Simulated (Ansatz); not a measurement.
**Nudged elastic band, with input and output: SiH₆SeO**

SiH₆SeO, computed with RKS PBE0-D4/def2-SVP (Ansatz 0.2.0).

Figures and captions count atoms from 1; the log counts them from 0 in places.

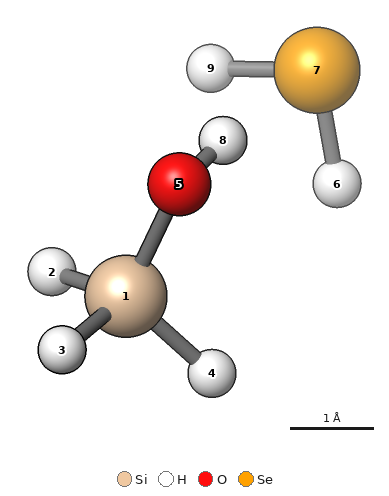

*The structure as given in the input (ball-and-stick view, seen at a tilt; atoms are numbered from 1 in the order of the input).*

Bond lengths as drawn: H–O 0.97 Å, H–Se 1.47 Å, H–Si 1.48 to 1.49 Å and O–Si 1.64 Å.

## Key numbers

| quantity | value |
| --- | --- |
| outcome | converged |
| barrier, forward | 1.694 eV |
| barrier, backward | 2.007 eV |
| dipole moment (one image of the band) | 0.94 D |
| hardware | 4 threads of Arm Neoverse V1, 23 GiB of memory available, shared host |
| wall time | 2.5 min (CPU time 8.9 min) |
| peak memory | 0.44 GiB |

## The input
```yaml
crystal:
  periodic: [false, false, false]
  atoms:
    - {symbol: Si, position_ang: [-1.087909, -0.999107, 0.275644]}
    - {symbol: H, position_ang: [-0.443696, -1.526611, -0.961754]}
    - {symbol: H, position_ang: [-2.406146, -1.649128, 0.461275]}
    - {symbol: H, position_ang: [-0.196510, -1.348129, 1.419229]}
    - {symbol: O, position_ang: [-1.366537, 0.616177, 0.183007]}
    - {symbol: H, position_ang: [2.330424, 0.786006, 0.479728]}
    - {symbol: Se, position_ang: [1.847128, 1.894702, -0.351989]}
    - {symbol: H, position_ang: [-0.583950, 1.167474, 0.051594]}
    - {symbol: H, position_ang: [1.907195, 1.058715, -1.556733]}
basis:
  gaussian: {orbitals: def2-SVP}
hamiltonian: {xc: pbe0, dispersion: d4}
neb:
  images: 5
  climbing: true
  max_iterations: 40
  initial_path: idpp
  final_atoms:
    - {symbol: Si, position_ang: [-0.608197, 0.201424, 0.254079]}
    - {symbol: H, position_ang: [1.378746, -2.892681, -0.271196]}
    - {symbol: H, position_ang: [-0.979192, -0.699085, -0.856490]}
    - {symbol: H, position_ang: [-0.412023, -0.542736, 1.523664]}
    - {symbol: O, position_ang: [-1.830976, 1.293505, 0.340126]}
    - {symbol: H, position_ang: [1.658362, -2.208033, -0.378952]}
    - {symbol: Se, position_ang: [1.429359, 1.158272, -0.091067]}
    - {symbol: H, position_ang: [-1.701688, 2.052659, 0.911605]}
    - {symbol: H, position_ang: [1.065609, 1.636776, -1.431768]}
```

Command:
```bash
ansatz run in.yaml --threads 4 --pin off --events-out ev --progress --plain --max-ram 9574MiB
```

## Output
```
Functional definition: PBE0
  name "PBE0"
  cite "Adamo & Barone, J. Chem. Phys. 110, 6158 (1999) doi:10.1063/1.478522"
  cite "Perdew, Burke & Ernzerhof, Phys. Rev. Lett. 77, 3865 (1996) doi:10.1103/PhysRevLett.77.3865"
  parent pbe
  parameter a = 0.25
  parameter kappa = 0.804
  parameter beta = 0.06672455060314922
  exchange = (1 - a)*pbe_x(kappa = kappa, mu = beta*pi^2/3) + a*exact_x
  correlation = pbe_c(beta = beta)
975 factors; integrals over basis functions are off by at most 3.4e-4 eV
mean field evaluation 1: about -75343.6392 eV, gradient 4.5e1 eV
mean field evaluation 2: about -75337.3417 eV, gradient 7.3e1 eV
mean field evaluation 4: about -75347.1417 eV, gradient 8.1e-1 eV
mean field evaluation 8: about -75347.1488 eV, gradient 1.1e-2 eV
mean field -75347.14879229 eV, -2768.9566459848 hartree, gradient 1.8e-5 eV, S^2 0.000000; 0 other end points of the search recorded, 0 dependent functions left out
the calculation of the forces begins
reference -75347.14881885 eV, -2768.9566469608 hartree; 31, 31 occupied and 63, 63 virtual orbitals, 975 factors
974 factors; integrals over basis functions are off by at most 4.5e-4 eV
mean field evaluation 16: about -75337.6361 eV, gradient 7.3e1 eV
mean field -75347.44311973 eV, -2768.9674623186 hartree, gradient 5.9e-6 eV, S^2 0.000000; 0 other end points of the search recorded, 0 dependent functions left out
[... from here on the field's lines of each further geometry are left out, up to the last ...]
WARN: NEB end point (image 0): max|allowed force component| = 4.871e-1 eV/Å (the criterion of neb.relax_end_points is 1.000e-2). That is over neb.f_tol: it is no minimum, so the barrier can be far off. Relax it first
WARN: NEB end point (image 6): max|allowed force component| = 4.557e-1 eV/Å (the criterion of neb.relax_end_points is 1.000e-2). That is over neb.f_tol: it is no minimum, so the barrier can be far off. Relax it first
NEB iter   1: max|band force component| = 4.151e0 eV/Å  barrier→ = 6.3607 eV  barrier← = 6.6735 eV  Δτ_max = 0.2000 Å  (183 SCF iters)
NEB iter   2: max|band force component| = 3.793e0 eV/Å  barrier→ = 4.8350 eV  barrier← = 5.1477 eV  Δτ_max = 0.2000 Å  (149 SCF iters)
NEB iter   3: max|band force component| = 2.987e0 eV/Å  barrier→ = 3.5144 eV  barrier← = 3.8271 eV  Δτ_max = 0.2000 Å  (139 SCF iters)
NEB iter   4: max|band force component| = 2.662e0 eV/Å  barrier→ = 2.2607 eV  barrier← = 2.5735 eV  Δτ_max = 0.2000 Å  (130 SCF iters)
NEB iter   5: max|band force component| = 1.550e0 eV/Å  barrier→ = 1.7555 eV  barrier← = 2.0682 eV  Δτ_max = 0.2000 Å  (129 SCF iters)
NEB iter   6: max|band force component| = 1.075e0 eV/Å  barrier→ = 1.4854 eV  barrier← = 1.7981 eV  Δτ_max = 0.1432 Å  (126 SCF iters)
NEB iter   7: max|band force component| = 1.029e0 eV/Å  barrier→ = 1.2187 eV  barrier← = 1.5315 eV  Δτ_max = 0.1033 Å  (125 SCF iters)
NEB iter   8: max|band force component| = 5.343e-1 eV/Å  barrier→ = 1.1543 eV  barrier← = 1.4670 eV  Δτ_max = 0.0707 Å  (122 SCF iters)
NEB iter   9: max|band force component| = 8.776e-1 eV/Å  barrier→ = 1.1374 eV  barrier← = 1.4502 eV  CI = image 3  Δτ_max = 0.2000 Å  (117 SCF iters)
NEB iter  10: max|band force component| = 8.677e-1 eV/Å  barrier→ = 1.2281 eV  barrier← = 1.5409 eV  CI = image 3  Δτ_max = 0.2000 Å  (120 SCF iters)
NEB iter  11: max|band force component| = 9.069e-1 eV/Å  barrier→ = 1.3580 eV  barrier← = 1.6707 eV  CI = image 3  Δτ_max = 0.1995 Å  (124 SCF iters)
NEB iter  12: max|band force component| = 7.515e-1 eV/Å  barrier→ = 1.6094 eV  barrier← = 1.9221 eV  CI = image 3  Δτ_max = 0.2000 Å  (124 SCF iters)
NEB iter  13: max|band force component| = 5.253e-1 eV/Å  barrier→ = 1.7677 eV  barrier← = 2.0805 eV  CI = image 3  Δτ_max = 0.1570 Å  (129 SCF iters)
NEB iter  14: max|band force component| = 5.028e-1 eV/Å  barrier→ = 1.7600 eV  barrier← = 2.0727 eV  CI = image 3  Δτ_max = 0.0778 Å  (127 SCF iters)
NEB iter  15: max|band force component| = 2.680e-1 eV/Å  barrier→ = 1.7246 eV  barrier← = 2.0374 eV  CI = image 3  Δτ_max = 0.0427 Å  (122 SCF iters)
NEB iter  16: max|band force component| = 2.063e-1 eV/Å  barrier→ = 1.7159 eV  barrier← = 2.0287 eV  CI = image 3  Δτ_max = 0.0816 Å  (120 SCF iters)
NEB iter  17: max|band force component| = 1.481e-1 eV/Å  barrier→ = 1.7072 eV  barrier← = 2.0199 eV  CI = image 3  Δτ_max = 0.0821 Å  (120 SCF iters)
NEB iter  18: max|band force component| = 1.282e-1 eV/Å  barrier→ = 1.7016 eV  barrier← = 2.0144 eV  CI = image 3  Δτ_max = 0.0497 Å  (117 SCF iters)
NEB iter  19: max|band force component| = 1.290e-1 eV/Å  barrier→ = 1.6978 eV  barrier← = 2.0106 eV  CI = image 3  Δτ_max = 0.0249 Å  (121 SCF iters)
NEB iter  20: max|band force component| = 9.845e-2 eV/Å  barrier→ = 1.6957 eV  barrier← = 2.0085 eV  CI = image 3  Δτ_max = 0.0249 Å  (119 SCF iters)
the calculation of the forces begins
reference -75345.55300501 eV, -2768.8980018841 hartree; 31, 31 occupied and 63, 63 virtual orbitals, 977 factors
these checks for a lower state are left out or cut short: stability, starts, cluster_reference, orbital_swaps, neighbouring_geometries, increment
977 factors; integrals over basis functions are off by at most 4.4e-4 eV
mean field -75346.34334632 eV, -2768.9270463916 hartree, gradient 3.0e-6 eV, S^2 0.000000; 0 other end points of the search recorded, 0 dependent functions left out
the calculation of the forces begins
reference -75346.34336948 eV, -2768.9270472424 hartree; 31, 31 occupied and 63, 63 virtual orbitals, 977 factors
NEB iter  21: max|band force component| = 4.353e-2 eV/Å  barrier→ = 1.6944 eV  barrier← = 2.0072 eV  CI = image 3  CI's point: of a kind that is not told: the force calls were inconclusive, a negative curvature could not be distinguished from the path's own, the only one lies far off the path, or fixed occupations may fill a level only in part  Δτ_max = 0.0000 Å  (928 SCF iters)
```

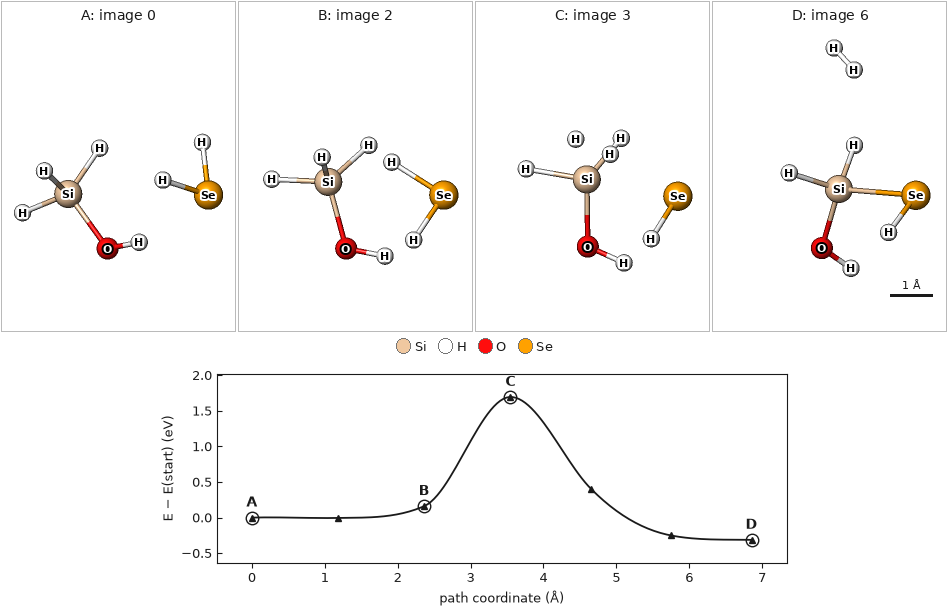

*Images of the last band (counted from 0; ball-and-stick, seen at a tilt) above the energy along the path; the line is a cubic interpolation that uses the forces.*

The highest image is number 3, 1.694 eV above the start and 2.007 eV above the end (the climbing image); the end lies 0.313 eV below the start. The path is 6.85 Å long. The band converged in 21 iterations. The end points carry forces over 0.1 eV/Å, so they aren't fully relaxed minima and the barriers are approximate.

```
Total energy: -75345.57542777 eV, -2768.8988259053 hartree
Atom 0 at    -0.532668    -0.452115     0.459306 Å, force    -0.003863     0.036200     0.043594 eV/Å
Atom 1 at     0.478933    -1.537598    -0.430516 Å, force    -0.002750    -0.018788    -0.031852 eV/Å
Atom 2 at    -1.563132    -1.504643     0.216318 Å, force    -0.013169    -0.006092     0.004538 eV/Å
Atom 3 at     0.127280    -0.644071     1.773288 Å, force     0.010319    -0.018962     0.009139 eV/Å
Atom 4 at    -1.454282     0.876659     0.113579 Å, force    -0.019939    -0.014162    -0.031806 eV/Å
Atom 5 at     1.023801    -0.774419    -0.468421 Å, force     0.018710     0.019362     0.005031 eV/Å
Atom 6 at     1.669135     1.009354    -0.229710 Å, force    -0.002481     0.000413    -0.005475 eV/Å
Atom 7 at    -0.944211     1.696676     0.153884 Å, force     0.011277     0.007495     0.001354 eV/Å
Atom 8 at     1.195142     1.330256    -1.587727 Å, force     0.001895    -0.005467     0.005477 eV/Å
Dipole moment:    -0.086940    -0.171217    -0.040371 e Å
```

## The last band as extended XYZ (Å, eV, eV/Å)
```
9
Properties=species:S:1:pos:R:3:forces:R:3 image=0 energy=-75347.26984
Si   -1.0879   -0.9991    0.2756    0.0474  -0.2878   0.0213
H    -0.4437   -1.5266   -0.9618    0.0698  -0.0988  -0.1278
H    -2.4061   -1.6491    0.4613   -0.1009  -0.1018   0.0179
H    -0.1965   -1.3481    1.4192    0.0963  -0.0815   0.1203
O    -1.3665    0.6162    0.1830   -0.1966   0.4871  -0.0200
H     2.3304    0.7860    0.4797    0.0229  -0.0402   0.0402
Se    1.8471    1.8947   -0.3520   -0.0576   0.0394   0.0197
H    -0.5839    1.1675    0.0516    0.1152   0.1134  -0.0177
H     1.9072    1.0587   -1.5567    0.0036  -0.0296  -0.0539
9
Properties=species:S:1:pos:R:3:forces:R:3 image=1 energy=-75347.27494
Si   -0.9966   -0.9198    0.4278    0.0031  -0.0082   0.0016
H    -0.0845   -1.5216   -0.6019   -0.0062  -0.0017  -0.0015
H    -2.2710   -1.6877    0.4471   -0.0044   0.0014   0.0032
H    -0.3101   -1.0638    1.7529    0.0000  -0.0051  -0.0004
O    -1.3832    0.6565    0.0826   -0.0187   0.0053  -0.0010
H     2.1267    0.2145   -0.0948    0.0078   0.0088   0.0029
Se    1.9051    1.6516   -0.3163   -0.0004   0.0039  -0.0027
H    -0.6182    1.2498    0.0448    0.0130  -0.0039  -0.0006
H     1.6318    1.4205   -1.7423    0.0058  -0.0004  -0.0016
9
Properties=species:S:1:pos:R:3:forces:R:3 image=2 energy=-75347.10887
Si   -0.7985   -0.7698    0.4490   -0.1033  -0.1229  -0.0091
H     0.2019   -1.4011   -0.4868   -0.1398   0.0611  -0.0259
H    -1.9612   -1.6845    0.4313   -0.1767  -0.0733   0.1375
H    -0.1242   -0.7191    1.7841   -0.0760  -0.0277   0.0079
O    -1.3858    0.7119   -0.0243    0.0582  -0.0525  -0.0259
H     1.5529   -0.2339   -0.3895    0.2172   0.2367   0.0167
Se    1.9673    1.1860   -0.2878    0.1121   0.0380  -0.0649
H    -0.7853    1.4558    0.1109    0.0684  -0.1016  -0.0089
H     1.3329    1.4547   -1.5869    0.0399   0.0424  -0.0275
9
Properties=species:S:1:pos:R:3:forces:R:3 image=3 energy=-75345.57540
Si   -0.5327   -0.4521    0.4593   -0.0039   0.0362   0.0436
H     0.4789   -1.5376   -0.4305   -0.0027  -0.0188  -0.0319
H    -1.5631   -1.5046    0.2163   -0.0132  -0.0061   0.0045
H     0.1273   -0.6441    1.7733    0.0103  -0.0190   0.0091
O    -1.4543    0.8767    0.1136   -0.0199  -0.0142  -0.0318
H     1.0238   -0.7744   -0.4684    0.0187   0.0194   0.0050
Se    1.6691    1.0094   -0.2297   -0.0025   0.0004  -0.0055
H    -0.9442    1.6967    0.1539    0.0113   0.0075   0.0014
H     1.1951    1.3303   -1.5877    0.0019  -0.0055   0.0055
9
Properties=species:S:1:pos:R:3:forces:R:3 image=4 energy=-75346.86233
Si   -0.4669   -0.1227    0.5028    0.0268   0.2859   0.0214
H     0.7595   -1.9651   -0.4423    0.2285  -0.4295  -0.0854
H    -1.1980   -1.3496    0.0627    0.2934   0.1701  -0.2720
H     0.1032   -0.4425    1.8481   -0.0983   0.1206   0.0572
O    -1.6323    1.0396    0.3132   -0.1454   0.2073   0.1976
H     1.2070   -1.3494   -0.5322    0.1919  -0.5532  -0.0605
Se    1.4307    1.0350   -0.2891   -0.1678   0.0123   0.0367
H    -1.1934    1.8913    0.2110   -0.2113   0.2207   0.0985
H     0.9902    1.2635   -1.6744   -0.1177  -0.0342   0.0066
9
Properties=species:S:1:pos:R:3:forces:R:3 image=5 energy=-75347.52115
Si   -0.4873    0.1166    0.5021    0.0013   0.0437  -0.0105
H     1.0597   -2.4856   -0.3792    0.0606  -0.1048  -0.0040
H    -1.0051   -1.1144   -0.1444    0.0312   0.0464  -0.0637
H     0.0014   -0.1991    1.8772   -0.0309   0.0425   0.0109
O    -1.7344    1.2103    0.4297   -0.0102   0.0258   0.0175
H     1.4483   -1.8432   -0.5117    0.0477  -0.0941  -0.0065
Se    1.3880    1.0257   -0.4541   -0.0157  -0.0005  -0.0071
H    -1.4506    2.1292    0.4678   -0.0558   0.0531   0.0658
H     0.7799    1.1605   -1.7873   -0.0283  -0.0122  -0.0022
9
Properties=species:S:1:pos:R:3:forces:R:3 image=6 energy=-75347.58260
Si   -0.5172    0.2932    0.3486    0.2865  -0.3272  -0.0307
H     1.2190   -2.9757    0.0370   -0.1794  -0.4440   0.2286
H    -1.1794   -0.7921   -0.4035   -0.0365  -0.1183  -0.0723
H    -0.0047   -0.1791    1.6595    0.0776  -0.0626   0.1244
O    -1.6593    1.4632    0.4971   -0.4557   0.3186  -0.0326
H     1.4699   -2.3508   -0.2871    0.1771   0.4548  -0.2287
Se    1.3711    1.0083   -0.7046    0.1122   0.0131  -0.0104
H    -1.3739    2.3145    0.8341    0.0362   0.1525   0.0741
H     0.6745    1.2186   -1.9811   -0.0178   0.0132  -0.0524
```

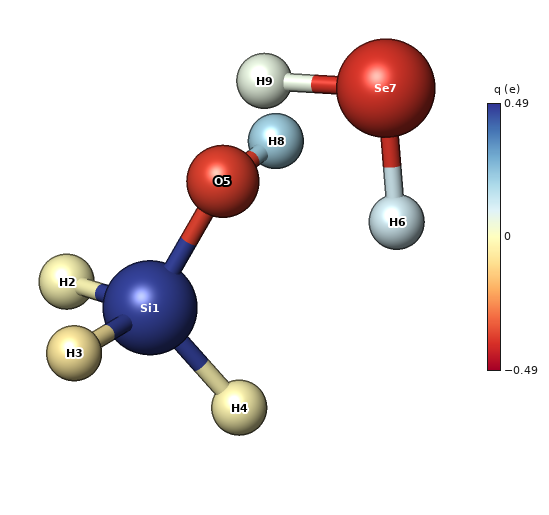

*Mulliken charges, as the colour of each atom (ball-and-stick view, seen at a tilt; atoms are numbered from 1 in the order of the input).*

By element: Si +0.47, H −0.07 to +0.20, O −0.36 and Se −0.38 e.
